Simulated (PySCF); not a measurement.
SMILES B[SiH2][SiH2][SiH3], GFN2-xTB optimised geometry. Atoms within 1.6 Å of the plane z = 0.0 Å (x, y, z in Å): B1 (2.60, -1.62, 0.00), Si2 (0.66, -1.62, 0.00), Si3 (-0.12, 0.59, 0.00), Si4 (-2.25, 0.93, -0.83), H5 (3.20, -1.56, -1.00), H6 (3.21, -1.57, 1.00), H7 (0.00, -2.26, -1.16), H8 (-0.01, -2.27, 1.14), H9 (-0.02, 1.15, 1.36), H10 (0.83, 1.45, -0.74), H11 (-2.79, 2.27, -0.60), H13 (-3.21, 0.00, -0.23).

Level of theory: B3LYP/def2-TZVP (PySCF). Cells within 0.4 Å of a nucleus heavier than hydrogen are left out (blank, or x).

Map of the HOMO amplitude (bohr^(-3/2)) on the plane z = 0.0 Å; orbital energy -7.81 eV, overall sign arbitrary:

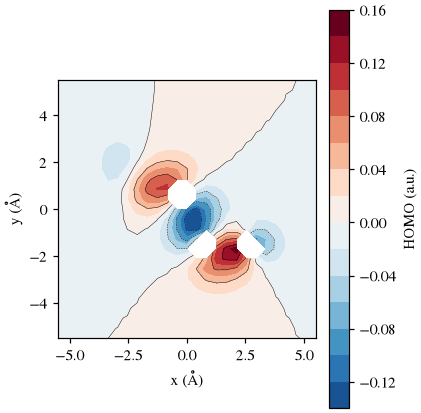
Figure: HOMO amplitude (bohr^(-3/2)) on the plane z = 0.0 Å.
